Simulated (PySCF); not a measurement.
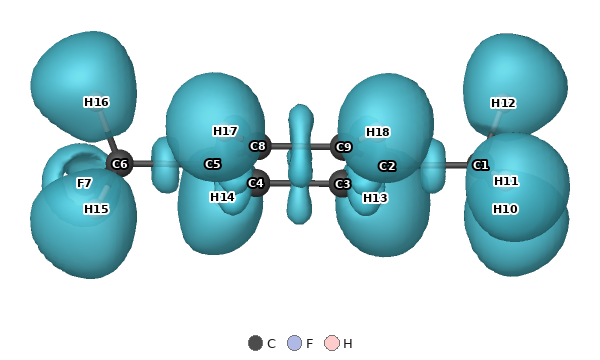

Figure. C8H9F (SMILES Cc1ccc(CF)cc1). Isosurface of the electron localisation function at 0.85 (cyan), seen from one side. Only the valence region is drawn (cores and ρ < 0.01 e/Å³ removed).

Geometry: GFN2-xTB.

Method: PBE0/pcSseg-1, SCF density, gas phase, non-relativistic (PySCF).

Input

```
{"job": {"kind": "nmr", "xc": "PBE0", "basis": "pcSseg-1"}, "charge": 0, "multiplicity": 1}
C      2.881285     0.141463     0.376545
C      1.396184     0.059736     0.193486
C      0.845669    -0.719043    -0.814997
C     -0.524126    -0.781693    -1.000080
C     -1.374251    -0.062351    -0.174337
C     -2.867940    -0.109645    -0.343176
F     -3.248106    -0.931731    -1.373132
C     -0.831310     0.722278     0.836075
C      0.537106     0.781459     1.015035
H      3.362663    -0.781192     0.060672
H      3.134961     0.335259     1.416148
H      3.286994     0.955340    -0.225582
H      1.495598    -1.285384    -1.466512
H     -0.937247    -1.392136    -1.788730
H     -3.355315    -0.495144     0.561275
H     -3.270095     0.885358    -0.572012
H     -1.486865     1.287583     1.483478
H      0.946034     1.396160     1.804186
```

Run with:

```sh
OMP_NUM_THREADS=1 python probes_run.py task.json out
```

Describe the localisation domains.

At this value the surface marks out eight regions between bonded C–C atoms (shared pairs), nine regions around hydrogen nuclei and one region wrapped around F (its lone pairs, merged into a ring or cap).

Values along the shortest contacts:
C–F (1.37 Å): the ELF peaks at about 0.85 between the atoms: a polar covalent bond. C–C (1.38 Å): the ELF peaks at about 0.95 between the atoms, as expected for a covalent bond.
